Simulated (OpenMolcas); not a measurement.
**Pr³⁺ complex: multiconfigurational calculation**

System: Pr³⁺ with 6 ligands (F and O; tetragonal octahedron, 2.3 Å), neutralised by 6 outer point charges of +0.83 e, whose field is part of the energies.
Method: state-averaged CASSCF, active space 2 electrons in the shell 4f, basis ANO-RCC-VTZP on the metal and ANO-RCC-VDZP on the ligands, DKH2 scalar Hamiltonian, spin-orbit coupling by RASSI with atomic mean-field integrals (OpenMolcas).

### Summary

| quantity | value |
| --- | --- |
| outcome | converged |
| energy of the lowest spin-free term | −9779.60661 hartree |
| energy of the lowest spin-orbit level | −9779.61795 hartree |
| largest spread among components of a term | 0.0 cm⁻¹ |
| hardware | 1 thread of Arm Neoverse V2, 24 GiB of memory available, shared host |
| wall time | 42 s |
| peak memory | 0.65 GiB |

### Notes

Without dynamic correlation the splittings between terms come out too large, often by 20 to 50 %. Limits: distances are set from ionic radii, not optimised.

### The input
```
&GATEWAY
Coord
7

Pr 0.0 0.0 0.0
F 2.300000 0.000000 0.000000
F 0.000000 2.300000 0.000000
F -2.300000 0.000000 0.000000
F 0.000000 -2.300000 0.000000
O 0.000000 0.000000 2.369000
O 0.000000 0.000000 -2.369000
Basis=Pr.ANO-RCC-VTZP,F.ANO-RCC-VDZP,O.ANO-RCC-VDZP
Group=XYZ
NoMove
AngMom=0.0 0.0 0.0
AMFI
RICD
XField
3 Angstrom 0
4.900000 0.000000 0.000000 0.833333
0.000000 4.900000 0.000000 0.833333
0.000000 0.000000 4.969000 0.833333
&SEWARD
&RASSCF
FileOrb=start.orb
Symmetry=1
Spin=3
nActEl=2 0 0
Inactive=30 27
Ras2=0 7
CIRoot=21 21 1
SDav=21
CIMx=300
Iter=150 100
PrWF=0.3
OrbListing=Nothing
MaxOrb=0
LevShft=1.0
>>> COPY $Project.JobIph JOB001
&RASSCF
FileOrb=start.orb
Symmetry=1
Spin=1
nActEl=2 0 0
Inactive=30 27
Ras2=0 7
CIRoot=28 28 1
SDav=28
CIMx=300
Iter=150 100
PrWF=0.3
OrbListing=Nothing
MaxOrb=0
CIOnly
LevShft=1.0
>>> COPY $Project.JobIph JOB002
&RASSI
NrOfJobIphs=2 21 27
1 2 3 4 5 6 7 8 9 10 11 12 13 14 15 16 17 18 19 20 21
1 2 3 4 5 6 7 8 9 10 11 12 13 14 15 16 17 18 19 20 21 22 23 24 25 26 27
IphNames
JOB001
JOB002
EJob
SpinOrbit
DIPRint=1.0
SOCoupling=1000.0
Subsets=2
Property=9
'ANGMOM' 1 'ANGMOM' 2 'ANGMOM' 3 'MLTPL  1' 1 'MLTPL  1' 2 'MLTPL  1' 3
'AMFI' 1 'AMFI' 2 'AMFI' 3
SOProperty=3
'ANGMOM' 1 'ANGMOM' 2 'ANGMOM' 3
```

The file start.orb holds starting orbitals from an earlier step. A driver script formed the levels outside the program, from RASSI's spin-orbit matrix and the active-space energies, averaged over the components of each term or state.

Command:
```bash
OMP_NUM_THREADS=1 MOLCAS_MEM=2457 MOLCAS_PROJECT=a pymolcas a.inp > a.log  # once for each step of the input, in one work folder
```

### The program's output (extracts)
```
--- SEWARD ---
Basis set label: PR.ANO-RCC...8S7P5D3F2G1H.

      Electronic valence basis set:
      ------------------
      Associated Effective Charge  59.000000 au
      Associated Actual Charge     59.000000 au
      Nuclear Model: Point charge

      Shell  nPrim  nBasis  Cartesian Spherical Contaminant
         s      25       8        X
         p      22       7        X
         d      15       5                 X
         f      11       3                 X
         g       4       2                 X
         h       2       1                 X
                  Relativistic Douglas-Kroll-Hess integrals:
                    - DKH order of Hamiltonian: 2
                    - DKH order of Properties : 0
                  Atomic mean-field integrals
--- RASSCF ---
Wave function specifications:
      -----------------------------

      Number of closed shell electrons         114
      Number of electrons in active shells       2
      Max number of holes in RAS1 space          0
      Max nr of electrons in RAS3 space          0
      Number of inactive orbitals               57
      Number of active orbitals                  7
      Number of secondary orbitals             124
      Spin quantum number                      1.0
      State symmetry                             1
Orbital specifications:
      -----------------------

      Symmetry species                           1   2
                                                ag  au
      Frozen orbitals                            0   0
      Inactive orbitals                         30  27
      Active orbitals                            0   7
      RAS1 orbitals                              0   0
      RAS2 orbitals                              0   7
      RAS3 orbitals                              0   0
      Secondary orbitals                        63  61
      Deleted orbitals                           0   0
      Number of basis functions                 93  95
      Number of CSFs                            21
      Number of root(s) required                21
      Iter CI   SX   CI       RASSCF       Energy    max ROT     max BLB   max BLB  Level Ln srch  Step   QN
          iter iter root      energy       change     param      element    value   shift minimum  type update
 Nr of preliminary CI iterations:   1
      Total energies have been shifted. Add                -9000.00 au
        1   1   11    0  -777.93010106    0.00E+00  -8.26E-02   28  86 1 -5.70E-01*  1.01   0.00    SX    NO
        2   1   13    0  -779.29398923   -1.36E+00* -4.79E-02   30  33 1  1.83E-01*  0.99   0.00    SX    NO
        3   1   12    0  -779.50061628   -2.07E-01* -2.42E-02   27  85 1  8.98E-02*  1.04   0.00    SX    NO
        4   1   12    0  -779.53783755   -3.72E-02*  1.61E-02   28  34 1 -5.15E-02*  1.05   0.00    SX    NO
        5   1   12    0  -779.55343351   -1.56E-02*  2.09E-02   27  44 2 -3.58E-02*  1.06   2.50    LS   YES
        6   1   11    0  -779.56479057   -1.14E-02* -2.05E-02   27  44 2 -3.35E-02*  1.07   1.58    QN   YES
        7   1   11    0  -779.56948596   -4.70E-03* -2.12E-02   27  44 2 -2.56E-02*  1.07   1.62    QN   YES
        8   1   11    0  -779.57208104   -2.60E-03*  1.82E-02   27  44 2 -1.57E-02*  1.06   1.67    QN   YES
        9   1   11    0  -779.57349720   -1.42E-03*  1.02E-02   28  34 1  8.04E-03*  1.06   1.52    QN   YES
       10   1   10    0  -779.57408133   -5.84E-04*  5.36E-03   28  34 1  5.48E-03*  1.06   1.55    QN   YES
        ...
       20   1    7    0  -779.57458311   -2.15E-07* -5.20E-05   24  35 1 -7.25E-05   1.06   1.37    QN   YES
       21   1    6    0  -779.57458317   -5.70E-08*  2.45E-05   27  85 1 -4.94E-05   1.06   1.33    QN   YES
       22   1    6    0  -779.57458319   -1.56E-08* -1.55E-05   30  45 1  2.48E-05   1.06   1.18    QN   YES
       23   1    5    0  -779.57458319   -4.10E-09  -1.43E-05   30  45 1  1.76E-05   1.06   1.28    QN   YES
      Convergence after 23 iterations
       24   1    5    0  -779.57458319   -1.60E-09  -1.43E-05   30  45 1  1.13E-05   1.06   1.28    QN   YES
      Natural orbitals and occupation numbers for root  1
      sym 2:   0.547718   0.547718   0.006013   0.006013  -0.000000   0.446268   0.446268
      Natural orbitals and occupation numbers for root  2
      sym 2:   0.446268   0.446268   0.006013  -0.000000   0.006013   0.547718   0.547718
      Natural orbitals and occupation numbers for root  3
      sym 2:  -0.000000   0.275033   0.595020   0.129947   0.595020   0.275033   0.129947
::    RASSCF root number  1 Total energy:  -9779.60661087
::    RASSCF root number  2 Total energy:  -9779.60661087
::    RASSCF root number  3 Total energy:  -9779.60280629
::    RASSCF root number  4 Total energy:  -9779.60112540
::    RASSCF root number  5 Total energy:  -9779.60112540
::    RASSCF root number  6 Total energy:  -9779.60109490
::    RASSCF root number  7 Total energy:  -9779.60051918
::    RASSCF root number  8 Total energy:  -9779.60033806
::    RASSCF root number  9 Total energy:  -9779.59928043
::    RASSCF root number 10 Total energy:  -9779.59928043
::    RASSCF root number 11 Total energy:  -9779.59898767
::    RASSCF root number 12 Total energy:  -9779.57545209
::    RASSCF root number 13 Total energy:  -9779.57545209
::    RASSCF root number 14 Total energy:  -9779.57543852
::    RASSCF root number 15 Total energy:  -9779.57377183
::    RASSCF root number 16 Total energy:  -9779.57376138
::    RASSCF root number 17 Total energy:  -9779.57376138
::    RASSCF root number 18 Total energy:  -9779.57230360
::    RASSCF root number 19 Total energy:  -9779.48048828
::    RASSCF root number 20 Total energy:  -9779.47401919
::    RASSCF root number 21 Total energy:  -9779.47401919
--- RASSCF ---
Wave function specifications:
      -----------------------------

      Number of closed shell electrons         114
      Number of electrons in active shells       2
      Max number of holes in RAS1 space          0
      Max nr of electrons in RAS3 space          0
      Number of inactive orbitals               57
      Number of active orbitals                  7
      Number of secondary orbitals             124
      Spin quantum number                      0.0
      State symmetry                             1
Orbital specifications:
      -----------------------

      Symmetry species                           1   2
                                                ag  au
      Frozen orbitals                            0   0
      Inactive orbitals                         30  27
      Active orbitals                            0   7
      RAS1 orbitals                              0   0
      RAS2 orbitals                              0   7
      RAS3 orbitals                              0   0
      Secondary orbitals                        63  61
      Deleted orbitals                           0   0
      Number of basis functions                 93  95
      Number of CSFs                            28
      Number of root(s) required                28
      Iter CI   SX   CI       RASSCF       Energy    max ROT     max BLB   max BLB  Level Ln srch  Step   QN
          iter iter root      energy       change     param      element    value   shift minimum  type update
 Nr of preliminary CI iterations:   1
        1   1    0    0 -9779.51164519    0.00E+00   0.00E+00   34  41 2 -5.16E-03*  0.00   0.00    SX    NO
      Natural orbitals and occupation numbers for root  1
      sym 2:   0.006729   0.308806   0.308938   0.195598   0.195598   0.675394   0.308938
      Natural orbitals and occupation numbers for root  2
      sym 2:  -0.000000   0.494681   0.252659   0.252659   0.252659   0.494681   0.252659
      Natural orbitals and occupation numbers for root  3
      sym 2:   0.326629   0.903357   0.008556   0.153967   0.008556   0.444969   0.153967
::    RASSCF root number  1 Total energy:  -9779.57358910
::    RASSCF root number  2 Total energy:  -9779.57347643
::    RASSCF root number  3 Total energy:  -9779.57217102
::    RASSCF root number  4 Total energy:  -9779.57175287
::    RASSCF root number  5 Total energy:  -9779.57175287
::    RASSCF root number  6 Total energy:  -9779.57136159
::    RASSCF root number  7 Total energy:  -9779.56895622
::    RASSCF root number  8 Total energy:  -9779.56895622
::    RASSCF root number  9 Total energy:  -9779.56843054
::    RASSCF root number 10 Total energy:  -9779.50975445
::    RASSCF root number 11 Total energy:  -9779.50975445
::    RASSCF root number 12 Total energy:  -9779.50714719
::    RASSCF root number 13 Total energy:  -9779.50565403
::    RASSCF root number 14 Total energy:  -9779.50316035
::    RASSCF root number 15 Total energy:  -9779.49219981
::    RASSCF root number 16 Total energy:  -9779.49219981
::    RASSCF root number 17 Total energy:  -9779.49086844
::    RASSCF root number 18 Total energy:  -9779.49080896
::    RASSCF root number 19 Total energy:  -9779.49031361
::    RASSCF root number 20 Total energy:  -9779.49010493
::    RASSCF root number 21 Total energy:  -9779.48717987
::    RASSCF root number 22 Total energy:  -9779.48717987
::    RASSCF root number 23 Total energy:  -9779.48487838
::    RASSCF root number 24 Total energy:  -9779.48184102
::    RASSCF root number 25 Total energy:  -9779.48034690
::    RASSCF root number 26 Total energy:  -9779.48034690
::    RASSCF root number 27 Total energy:  -9779.47935161
::    RASSCF root number 28 Total energy:  -9779.32252755
--- RASSI ---
SPIN-FREE ENERGIES:
  (Shifted by EMIN (a.u.) =      -9779.6066108703)

 SF State       Relative EMIN(au)   Rel lowest level(eV)    D:o, cm**(-1)

     1             0.0000000000        0.0000000000              0.0000
     2             0.0000000000        0.0000000000              0.0000
     3             0.0038045850        0.1035280310            835.0099
     4             0.0054854732        0.1492673312           1203.9222
     5             0.0054854732        0.1492673312           1203.9222
     6             0.0055159694        0.1500971730           1210.6153
     7             0.0060916877        0.1657632679           1336.9709
     8             0.0062728140        0.1706919659           1376.7236
     9             0.0073304430        0.1994715154           1608.8463
    10             0.0073304430        0.1994715154           1608.8463
    11             0.0076232007        0.2074378593           1673.0992
    12             0.0311587767        0.8478735089           6838.5610
    13             0.0311587767        0.8478735089           6838.5610
    14             0.0311723493        0.8482428377           6841.5399
    15             0.0328390451        0.8935959406           7207.3373
    16             0.0328494924        0.8938802256           7209.6302
    17             0.0328494924        0.8938802256           7209.6302
    22             0.0330217501        0.8985675967           7247.4364
    23             0.0331344213        0.9016335351           7272.1649
    18             0.0343072663        0.9335482733           7529.5746
    24             0.0344398354        0.9371556645           7558.6702
    25             0.0348579784        0.9485339148           7650.4420
    26             0.0348579784        0.9485339148           7650.4420
    27             0.0352492677        0.9591814372           7736.3200
    28             0.0376546378        1.0246348925           8264.2377
    29             0.0376546378        1.0246348925           8264.2377
    30             0.0381803154        1.0389393100           8379.6107
    31             0.0968564051        2.6355970497          21257.5238
    32             0.0968564051        2.6355970497          21257.5238
    33             0.0994636594        2.7065440523          21829.7500
    34             0.1009568202        2.7471750274          22157.4609
    35             0.1034505051        2.8150316505          22704.7615
    36             0.1144110408        3.1132830209          25110.3210
    37             0.1144110408        3.1132830209          25110.3210
    38             0.1157424149        3.1495115573          25402.5238
    39             0.1158018958        3.1511301159          25415.5784
    40             0.1162972426        3.1646091889          25524.2945
    41             0.1165059266        3.1702877698          25570.0953
    42             0.1194309869        3.2498827151          26212.0718
    43             0.1194309869        3.2498827151          26212.0718
Eigenvalues of complex Hamiltonian:
   -----------------------------------
  (Shifted by EMIN (a.u.) =      -9779.6066108703)

 SO State       Relative EMIN(au)   Rel lowest level(eV)    D:o, cm**(-1)

     1            -0.0113383258        0.0000000000              0.0000
     2            -0.0111485275        0.0051646747             41.6559
     3            -0.0068657333        0.1217054428            981.6206
     4            -0.0068657333        0.1217054437            981.6206
     5            -0.0067356666        0.1252447372           1010.1669
     6            -0.0058185196        0.1502015798           1211.4574
     7            -0.0055413983        0.1577424348           1272.2785
     8            -0.0055413983        0.1577424352           1272.2785
     9            -0.0045265916        0.1853567301           1495.0029
    10            -0.0009538240        0.2825766906           2279.1347
    11            -0.0009538240        0.2825766906           2279.1347
    12             0.0030186576        0.3906734225           3150.9937
    13             0.0032364762        0.3966005685           3198.7993
    14             0.0036756538        0.4085511984           3295.1876
    15             0.0036756539        0.4085512002           3295.1877
    16             0.0038725608        0.4139093108           3338.4037
    17             0.0041905870        0.4225632461           3408.2024
    18             0.0048518877        0.4405581547           3553.3412
    19             0.0050464364        0.4458520938           3596.0397
    20             0.0050464364        0.4458520945           3596.0397
    21             0.0091561330        0.5576826344           4498.0138
    22             0.0091900504        0.5586055755           4505.4578
    23             0.0133110983        0.6707449999           5409.9233
    24             0.0133110983        0.6707449996           5409.9233
    25             0.0136304039        0.6794337475           5480.0027
    26             0.0144807153        0.7025719005           5666.6245
    27             0.0144807153        0.7025718999           5666.6245
    28             0.0147656656        0.7103257929           5729.1639
    29             0.0154989741        0.7302801340           5890.1065
    30             0.0156490101        0.7343628215           5923.0356
    31             0.0158129849        0.7388248031           5959.0239
    32             0.0160030211        0.7439959507           6000.7320
    33             0.0160030210        0.7439959504           6000.7320
    34             0.0231415655        0.9382456399           7567.4614
    35             0.0237476185        0.9547371832           7700.4747
    36             0.0239079889        0.9591010847           7735.6719
    37             0.0239079889        0.9591010852           7735.6719
    38             0.0245164926        0.9756593124           7869.2231
    39             0.0286529884        1.0882190980           8777.0789
    40             0.0288269344        1.0929524091           8815.2557
    41             0.0296563458        1.1155218429           8997.2904
Weights of the five most important spin-orbit-free states for each spin-orbit state.

 SO State  Total energy (au)           Spin-free states, spin, and weights
 -------------------------------------------------------------------------------------------------------
    1        -0.011338       1 1.0  0.4375    2 1.0  0.4375    3 1.0  0.0793   22 0.0  0.0196    7 1.0  0.0190
    2        -0.011149       2 1.0  0.4394    1 1.0  0.4394    6 1.0  0.0773   23 0.0  0.0227    4 1.0  0.0092
    3        -0.006866       4 1.0  0.3104    3 1.0  0.2990    8 1.0  0.1448    6 1.0  0.1205   11 1.0  0.0340
    4        -0.006866       5 1.0  0.3104    3 1.0  0.2990    8 1.0  0.1448    6 1.0  0.1205   11 1.0  0.0340
    5        -0.006736       3 1.0  0.2623    4 1.0  0.2316    5 1.0  0.2316    7 1.0  0.1913   24 0.0  0.0239
    6        -0.005819       8 1.0  0.3847    5 1.0  0.1585    4 1.0  0.1585   10 1.0  0.1286    9 1.0  0.1286
    7        -0.005541       7 1.0  0.2569    6 1.0  0.2305    9 1.0  0.2300   11 1.0  0.1267    5 1.0  0.0702
    8        -0.005541       7 1.0  0.2569    6 1.0  0.2305   10 1.0  0.2300   11 1.0  0.1267    4 1.0  0.0702
    9        -0.004527      11 1.0  0.3728    9 1.0  0.2951   10 1.0  0.2951   30 0.0  0.0240    1 1.0  0.0026
   10        -0.000954       2 1.0  0.8073    5 1.0  0.0484    6 1.0  0.0372    7 1.0  0.0368    1 1.0  0.0350
   11        -0.000954       1 1.0  0.8073    4 1.0  0.0484    6 1.0  0.0372    7 1.0  0.0368    2 1.0  0.0350
   12         0.003019       6 1.0  0.4089    4 1.0  0.2310    5 1.0  0.2310    1 1.0  0.0461    2 1.0  0.0461
```

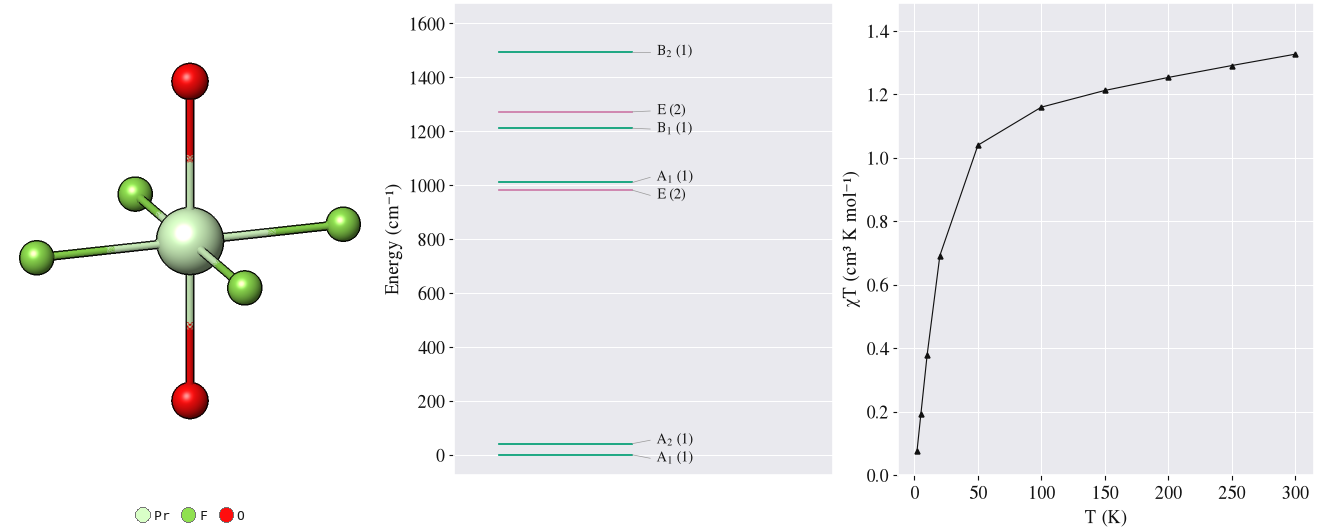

**Figure 1.** Pr³⁺ (4f²) with 6 ligands, F⁻ with axial O²⁻, at 2.3 Å (arrangement: tetragonal octahedron, D4h), axial distortion 1.03, neutralised by outer point charges of +0.83 e, and its levels and susceptibility. Labels give the representation in O, Td, D4 or D3 as the site allows (double group for half-integer spin) where it could be assigned and, in brackets, the degeneracy; spin-free states, where drawn, share the zero of the spin-orbit levels. Powder susceptibility by Van Vleck's formula. The ground level is A₁, non-degenerate, 98 % from states of spin multiplicity 3 (of the 28 states of multiplicity 1, 27 enter the spin-orbit step), effective J = 4.01, with |mJ| = 4 the largest share (96 %). The next level lies at 42 cm⁻¹ (A₂). The lowest J multiplet spreads over 1,500 cm⁻¹. χT is 0.0763 cm³ K mol⁻¹ at 2 K and 1.33 at 300 K, an effective moment of 3.26 μB. The active orbitals hold 99 to 100 % metal character (Löwdin), and the Mulliken charge of the metal is +1.66.
